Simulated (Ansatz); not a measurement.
Nudged elastic band of SnH₅OF (part 2 of 2)

The same run, continued: SnH₅OF; RKS B3LYP-D4/def2-SVP (Ansatz 0.2.0). The run did not end well. It belongs to a series of runs on one base structure; here: band between the two ends.

Geometry of the input (Å):
```
Sn -0.1005  0.0858  -0.1046
O  0.0529  -0.1193  1.9223
H  -0.7834  -0.0330  2.4004
H  1.5094  0.2867  -0.6196
H  -1.0365  1.5207  -0.3020
H  -0.9242  -1.2777  -0.7316
F  1.3509  -2.1335  1.3278
H  0.8960  -1.4543  1.8316
```

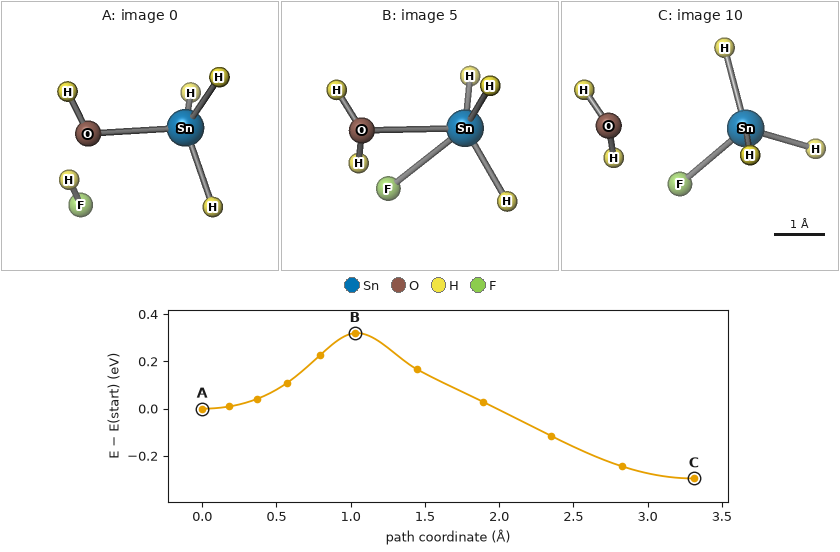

*Images of the last band (counted from 0; ball-and-stick, seen at a tilt) above the energy along the path; the line is a cubic interpolation that uses the forces.*

The highest image is number 5, 0.320 eV above the start and 0.615 eV above the end (the climbing image); the end lies 0.295 eV below the start. The path is 3.31 Å long. The band had not converged after 60 iterations.

```
Unfinished report: {"positions_ang":[[0.0668875906625403,-0.11380553383458358,-0.10878060803136863],[0.008833987654582277,-0.11069399280228406,2.0866381308953743],[-0.8346934672884075,-0.33542702335825325,2.5068676839657993],[1.5888592565928399,0.1395466109300813,-0.8483859197324289],[-0.7725420913498002,1.4060924049339423,-0.19982558980456566],[-0.9789801700537412,-1.3492856268871876,-0.6667022512290762],[1.2161693923264036,-1.7106570558278997,1.0680151508251374],[0.6700655114555829,-1.050367783153816,1.8864734031111279]],"unchecked":["starts","cluster_reference","orbital_swaps","neighbouring_geometries","increment"],"mean_field":{"relativity":"none","state":{"energy":{"ev":-10674.510356597373,"hartree":-392.2810201619627},"converged":true,"gradient_ev":0.00008208632955546533,"stability":{"kind":"minimum","curvature_ev":37.02771729036965},"curvature_floor_ev":0.00030000000000000003,"spin_squared":-1.0658141036401503e-14},"others":[],"fillings":{"estimated":0,"unestimated":0,"tried":0,"untried":0,"excluded_magnetic_sites":0},"n_dropped_functions":0,"n_trapped_functions":0,"passes":{"evaluations":2,"products":18},"factors":{"origin":"Cholesky decomposition","count":921,"bound_ev":0.000717098426063114},"gradient_stop_ev":0.00009,"reference_kind":"stationary","functional":{"name":"B3LYP","citations":["Stephens, Devlin, Chabalowski & Frisch, J. Phys. Chem. 98, 11623 (1994) doi:10.1021/j100096a001","Becke, Phys. Rev. A 38, 3098 (1988) doi:10.1103/PhysRevA.38.3098","Lee, Yang & Parr, Phys. Rev. B 37, 785 (1988) doi:10.1103/PhysRevB.37.785","Vosko, Wilk & Nusair, Can. J. Phys. 58, 1200 (1980) doi:10.1139/p80-159"],"text":"name \"B3LYP\"\ncite \"Stephens, Devlin, Chabalowski & Frisch, J. Phys. Chem. 98, 11623 (1994) doi:10.1021/j100096a001\"\ncite \"Becke, Phys. Rev. A 38, 3098 (1988) doi:10.1103/PhysRevA.38.3098\"\ncite \"Lee, Yang & Parr, Phys. Rev. B 37, 785 (1988) doi:10.1103/PhysRevB.37.785\"\ncite \"Vosko, Wilk & Nusair, Can. J. Phys. 58, 1200 (1980) doi:10.1139/p80-159\"\nparameter a0 = 0.2\nparameter ax = 0.72\nparameter ac = 0.81\nexchange = (1 - a0 - ax)*slater_x + ax*b88_x + a0*exact_x\ncorrelation = (1 - ac)*vwn_rpa_c + ac*lyp_c\n","parameters":{"a0":{"value":0.2,"default":0.2},"ac":{"value":0.81,"default":0.81},"ax":{"value":0.72,"default":0.72}},"final_grid":{"core_spheres":13.0,"valence_spheres":11.0,"degree":36.0},"final_grid_parameter_source":"default","radial_points_factor":1.0,"radial_grid_error_ev":6.729326096032238e-7,"grid_sensitivity":"normal","grid_sensitivity_ratio":0.0013437628806248659},"unsmoothed_excess_ev":-0.00024259569878451977,"symmetry":{"irreps":["A"],"axes":[[0.9999986936725798,0.0011205878700210378,-0.0011648759416508587],[-0.0011402317024393146,0.9998548079833658,-0.017001847670521122],[0.00114565474669623,0.017003153689019394,0.9998547795754287]],"occupied":[{"A":22},{"A":22}]},"held":{"pivots":920,"left_out":0,"joined":1},"density_repulsion":{"missed_ev":0.000011805031325805908,"excess_ev":0.0,"most_excess_ev":0.0001188,"are_drawn_again":false,"n_first_factors":921,"energy_change_ev":0.0,"n_dropped_ends":0}},"factors":{"origin":"Cholesky decomposition","count":921,"bound_ev":0.000717098426063114},"n_frozen":0,"n_occupied":[22,22],"n_virtual":[57,57],"reference":{"ev":-10674.510356597373,"hartree":-392.2810201619627},"dispersion":{"energy":{"ev":-0.18706530699232202,"hartree":-0.006874523234548648},"switches_in_reach":[]},"total":{"ev":-10674.697421904366,"hartree":-392.2878946851973},"forces_ev_per_angstrom":[[-0.0033288200254587698,-0.0036009472413714265,0.007810646071546879],[0.015547333172378774,0.01077495670109405,-0.013975103835016264],[0.009127208031872535,0.07094548602385627,-0.060086268139786854],[-0.008714410720788792,0.007050703378356812,0.01062008175708091],[-0.03756584818492303,-0.0191082260771339,0.06756174762518806],[0.01925000771733312,-0.006719298351579073,-0.030953805726516757],[-0.004848484555703811,-0.03771240255906017,0.025920991493882693],[0.010533014562133873,-0.021630271875656925,-0.006898289248826206]],"charge_distribution":{"dipole_moment_e_ang":[-0.4641190520285253,0.15900840804995117,-0.01849665578587254],"mulliken_charges_e":[0.6652932971215471,-0.4131977664481372,0.19619270409759326,-0.07753002850951751,-0.1252457154453228,-0.09838650580158004,-0.4232300929431485,0.27610410792855555],"lowdin_charges_e":[0.3837985378342452,0.10968587777065775,-0.00636766451060744,-0.07689361759987445,-0.099283582748519,-0.08466525049707219,-0.11758353259054566,-0.10869076765826802]},"n_threads":2,"memory_gib":2.556818182580173,"seconds":{"hamiltonian":1.338093665,"orbitals":0.0,"second_order":0.0,"solver_start":0.0,"cycles":0.0,"cycle":0.0,"perturbative":0.0,"full_ci_increment":0.0,"forces":0.0}}
this run last wrote the band of iteration 60 to [file]
Error: NEB band did not converge after 60 iterations: max|band force component| = 2.59e-1 eV/Å (threshold 5.0e-2); raise `neb.max_iterations` in a new run, which can start from the last band evaluated (`neb.initial_path`, with `crystal.atoms` and `neb.final_atoms` set to its first and last images), add images, or start from endpoints closer to local minima. Where this run's directory can be resumed (`checkpoint.write`), a resume goes on for up to `neb.max_iterations` more; to start a new run from the last band, take its images' positions from the `neb_iteration` event of iteration 60 (`data.images[].positions_ang`), in the event stream of the run that computed that iteration (not this run's, if it was resumed behind it). With `checkpoint.write`, `steps/00-neb/state/checkpoint.json` in the run directory holds the last saved band, under `neb.evaluated.images[].positions_ang` (a band under a hybrid functional on support functions is neither saved nor resumed: `neb.initial_path` says where its path is): check the last entry of `neb.iterations` there, which is earlier than 60 if that iteration was not saved or its write failed. If the band's step has no `state` directory and holds `state.next`, a write was cut short, and the file is under `state.next` instead (behind a loss of power it can be under `state.prev`)
this run wrote the band of iteration 60 to [file] as well, whether or not its events were kept: a new run's `neb.initial_path` can list its `images[].positions_ang`
a run's events are kept only if it was started with --events-out <file>, and are in that file
```

**The last band as extended XYZ (Å, eV, eV/Å)**
```
8
Properties=species:S:1:pos:R:3:forces:R:3 image=0 energy=-10675.01726
Sn   -0.1005    0.0858   -0.1046   -0.0194   0.0019   0.0171
O     0.0529   -0.1193    1.9223    0.0022   0.0286  -0.0035
H    -0.7834   -0.0330    2.4004    0.0181  -0.0093  -0.0115
H     1.5094    0.2867   -0.6196    0.0053   0.0081   0.0024
H    -1.0365    1.5207   -0.3020    0.0034  -0.0126  -0.0022
H    -0.9242   -1.2777   -0.7316    0.0034   0.0013  -0.0015
F     1.3509   -2.1335    1.3278    0.0004   0.0042   0.0110
H     0.8960   -1.4543    1.8316   -0.0134  -0.0222  -0.0118
8
Properties=species:S:1:pos:R:3:forces:R:3 image=1 energy=-10675.00768
Sn   -0.0853    0.0666   -0.0858   -0.0137   0.0188  -0.0090
O     0.0490   -0.0893    1.9544    0.0293  -0.0053  -0.0364
H    -0.7995   -0.0988    2.4180   -0.0171   0.0271  -0.0176
H     1.5291    0.2489   -0.5948   -0.0113   0.0201  -0.0020
H    -0.9959    1.5097   -0.3266   -0.0280   0.0135   0.0083
H    -0.9296   -1.2986   -0.6801   -0.0051   0.0148  -0.0152
F     1.3162   -2.0601    1.2412    0.0265  -0.0547   0.0573
H     0.8805   -1.4031    1.7980    0.0194  -0.0344   0.0146
8
Properties=species:S:1:pos:R:3:forces:R:3 image=2 energy=-10674.97539
Sn   -0.0663    0.0411   -0.0763   -0.0463   0.0534  -0.0087
O     0.0332   -0.0744    1.9819    0.0498   0.0075  -0.0729
H    -0.8155   -0.1898    2.4314   -0.0387   0.0731  -0.0584
H     1.5410    0.2041   -0.6196   -0.0294   0.0231   0.0371
H    -0.9353    1.5064   -0.3252   -0.0729   0.0402  -0.0008
H    -0.9494   -1.3091   -0.6490   -0.0061   0.0281  -0.0170
F     1.2935   -1.9724    1.1937    0.0705  -0.1304   0.1043
H     0.8634   -1.3304    1.7875    0.0730  -0.0951   0.0164
8
Properties=species:S:1:pos:R:3:forces:R:3 image=3 energy=-10674.90757
Sn   -0.0337    0.0006   -0.0753   -0.0980   0.1028   0.0154
O     0.0139   -0.0745    2.0097    0.0390   0.0464  -0.1063
H    -0.8301   -0.2606    2.4458   -0.0475   0.1180  -0.1089
H     1.5508    0.1673   -0.6944   -0.0548   0.0093   0.1069
H    -0.8709    1.4887   -0.2863   -0.1152   0.0770  -0.0306
H    -0.9640   -1.3198   -0.6459    0.0089   0.0287  -0.0006
F     1.2730   -1.8759    1.1700    0.1076  -0.1974   0.1450
H     0.8258   -1.2505    1.8006    0.1600  -0.1848  -0.0208
8
Properties=species:S:1:pos:R:3:forces:R:3 image=4 energy=-10674.79139
Sn    0.0133   -0.0538   -0.0848   -0.1289   0.1306   0.0592
O     0.0033   -0.0882    2.0444    0.0024   0.0791  -0.1260
H    -0.8379   -0.3037    2.4734   -0.0440   0.1363  -0.1267
H     1.5681    0.1457   -0.7775   -0.0657  -0.0091   0.1272
H    -0.8144    1.4506   -0.2391   -0.1167   0.0848  -0.0272
H    -0.9710   -1.3352   -0.6552    0.0317   0.0159   0.0052
F     1.2425   -1.7800    1.1356    0.0812  -0.1669   0.2194
H     0.7607   -1.1600    1.8276    0.2400  -0.2706  -0.1311
8
Properties=species:S:1:pos:R:3:forces:R:3 image=5 energy=-10674.69718
Sn    0.0669   -0.1138   -0.1088   -0.0033  -0.0036   0.0078
O     0.0088   -0.1107    2.0866    0.0155   0.0108  -0.0140
H    -0.8347   -0.3354    2.5069    0.0091   0.0709  -0.0601
H     1.5889    0.1395   -0.8484   -0.0087   0.0071   0.0106
H    -0.7725    1.4061   -0.1998   -0.0376  -0.0191   0.0676
H    -0.9790   -1.3493   -0.6667    0.0192  -0.0067  -0.0310
F     1.2162   -1.7107    1.0680   -0.0048  -0.0377   0.0259
H     0.6701   -1.0504    1.8865    0.0105  -0.0216  -0.0069
8
Properties=species:S:1:pos:R:3:forces:R:3 image=6 energy=-10674.85012
Sn    0.1498   -0.1883   -0.1791    0.0789  -0.0856  -0.0705
O    -0.0202   -0.1155    2.1906    0.0228   0.0259   0.0830
H    -0.8591   -0.3997    2.5773   -0.0717   0.0024   0.0508
H     1.6125    0.1433   -1.0066   -0.0017   0.0054  -0.1907
H    -0.6793    1.3471   -0.1058    0.0701  -0.1023   0.1740
H    -1.0025   -1.3376   -0.7199    0.0163  -0.0093  -0.1227
F     1.2037   -1.6375    0.9089   -0.0129   0.0566  -0.1120
H     0.5598   -0.9365    2.0590   -0.1019   0.1069   0.1881
8
Properties=species:S:1:pos:R:3:forces:R:3 image=7 energy=-10674.98720
Sn    0.1971   -0.1925   -0.2388    0.0470  -0.0339  -0.0782
O    -0.1289   -0.1447    2.2715    0.1543   0.0305   0.0041
H    -0.9348   -0.5383    2.6204   -0.2276  -0.0995   0.1198
H     1.5613    0.0676   -1.2489   -0.0429  -0.0286  -0.2214
H    -0.5224    1.3665   -0.0193    0.1110  -0.0607   0.1511
H    -1.0259   -1.3046   -0.6982    0.0234  -0.0043  -0.0919
F     1.2979   -1.4914    0.8831    0.0385   0.0874  -0.0178
H     0.5203   -0.8872    2.1545   -0.1036   0.1091   0.1342
8
Properties=species:S:1:pos:R:3:forces:R:3 image=8 energy=-10675.13321
Sn    0.2365   -0.1757   -0.2889    0.0400  -0.0163  -0.0750
O    -0.2532   -0.1970    2.3309    0.1852   0.0439  -0.0242
H    -1.0016   -0.7170    2.6363   -0.2394  -0.1822   0.1250
H     1.4814   -0.0264   -1.4639   -0.0620  -0.0424  -0.2049
H    -0.3411    1.4075    0.0486    0.1365  -0.0400   0.1211
H    -1.0432   -1.2611   -0.6421    0.0213  -0.0025  -0.0463
F     1.4000   -1.3153    0.8926    0.0537   0.1100   0.0044
H     0.4858   -0.8397    2.2108   -0.1354   0.1295   0.1000
8
Properties=species:S:1:pos:R:3:forces:R:3 image=9 energy=-10675.26142
Sn    0.2744   -0.1487   -0.3294    0.0269  -0.0065  -0.0423
O    -0.3848   -0.2673    2.3757    0.0286   0.0212   0.0021
H    -1.0463   -0.9256    2.6186   -0.0851  -0.1068   0.0497
H     1.3852   -0.1270   -1.6429   -0.0532  -0.0299  -0.1220
H    -0.1393    1.4543    0.0998    0.0990  -0.0229   0.0690
H    -1.0555   -1.2021   -0.5712    0.0163  -0.0008  -0.0123
F     1.4862   -1.1302    0.9161    0.0394   0.0772   0.0034
H     0.4447   -0.7779    2.2576   -0.0718   0.0686   0.0524
8
Properties=species:S:1:pos:R:3:forces:R:3 image=10 energy=-10675.31248
Sn    0.3154   -0.1152   -0.3610   -0.0094   0.0067  -0.0062
O    -0.5261   -0.3566    2.4149   -0.0024  -0.0047  -0.0020
H    -1.0523   -1.1545    2.5639    0.0084   0.0069  -0.0026
H     1.2829   -0.2239   -1.7836    0.0009  -0.0018   0.0023
H     0.0767    1.5049    0.1193    0.0005  -0.0042   0.0005
H    -1.0635   -1.1207   -0.4926    0.0024   0.0015   0.0005
F     1.5452   -0.9659    0.9448    0.0040  -0.0019   0.0026
H     0.3862   -0.6929    2.3186   -0.0043  -0.0025   0.0049
```

**Outcome**

| quantity | value |
| --- | --- |
| outcome | not converged |
| barrier, forward (band not converged) | 0.320 eV |
| barrier, backward | 0.615 eV |
| wall time | 13 min (CPU time 24 min) |
| peak memory | 0.18 GiB |

**Diagnosis**

The run did not converge: “NEB band did not converge after 60 iterations: max|band force component| = 2.59e-1 eV/Å (threshold 5.0e-2); raise `neb.max_iterations` in a new run, which can start from the last band evaluated (`neb.initial_path`, with `crystal.atoms` and `neb.final_atoms` set to its first and last images), add images, or start from endpoints closer to local minima …” Its last values are not results.
